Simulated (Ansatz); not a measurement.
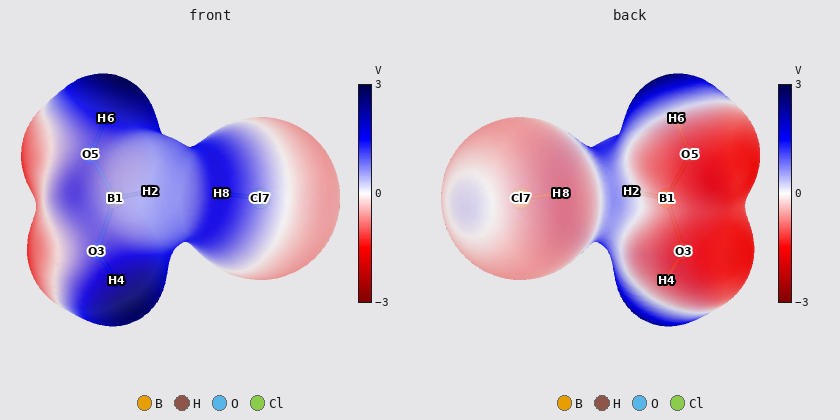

BH$_{3}$O$_{2}$···HCl. The electrostatic potential painted on the density surface at 0.002 e/bohr³, seen from the front and from behind; the colour scale runs from red (negative) to blue (positive).

Computed with Ansatz 0.2.0, RKS PBE0-D4/def2-SVP.

The calculation's input:

```
crystal:
  periodic: [false, false, false]
  atoms:
    - { symbol: B, position_ang: [-0.051542, -0.406358, -0.161303] }
    - { symbol: H, position_ang: [0.006863, -0.575065, 1.030695] }
    - { symbol: O, position_ang: [1.068108, -0.374782, -0.918932] }
    - { symbol: H, position_ang: [1.877692, -0.431963, -0.408131] }
    - { symbol: O, position_ang: [-1.241787, -0.336903, -0.798876] }
    - { symbol: H, position_ang: [-1.994252, -0.375671, -0.204785] }
    - { symbol: Cl, position_ang: [0.130368, 2.421447, 1.017879] }
    - { symbol: H, position_ang: [0.132849, 1.203996, 1.556752] }
basis:
  gaussian: { orbitals: def2-SVP }
hamiltonian:
  xc: pbe0
  dispersion: d4
relax:
  f_tol: 0.03
  max_steps: 50
output:
  orbitals: {}
```

Launched as:

```sh
ansatz run input.yaml --threads 1 --pin off --max-ram 2048MiB --backend cpu --events-out ev --progress --plain --runs-dir out
```

The fields are those of the run's last geometry, not of the input's.

### Where is the surface potential most negative and most positive?

The most negative region (about −1.5 V) lies over O3 and O5, the most positive (about +2.9 V) over H4 and H6. Cl7 shows a σ-hole: about +0.2 V at the tip opposite its bond, against about −0.5 V on its flanks.
